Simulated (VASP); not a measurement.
Band structure of WP (relaxed from the zinc blende structure, space group F-43m). All values below come from r2SCAN meta-GGA, VASP's PBE PAW potentials (set 64) (plane waves; VASP).

Unless said otherwise, spin-orbit coupling is left out, though it shifts the bands of the heavy elements here.

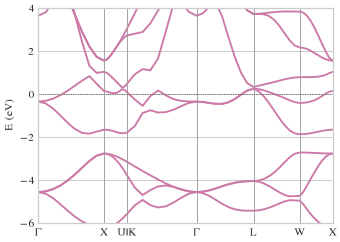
Bands along high-symmetry lines, zero at the valence-band maximum or, without a gap, the Fermi level

Problem. Read the plot: is there a gap, and where are the band edges?

Solution. It has no gap at this level: it comes out as a metal or semimetal.

The structure was generated: WP was put into the zinc blende type (F-43m), which need not be its known phase. It was relaxed first, which changed the volume by -35 %. The electron count is odd and the run is not spin-polarised, which forces a metal.
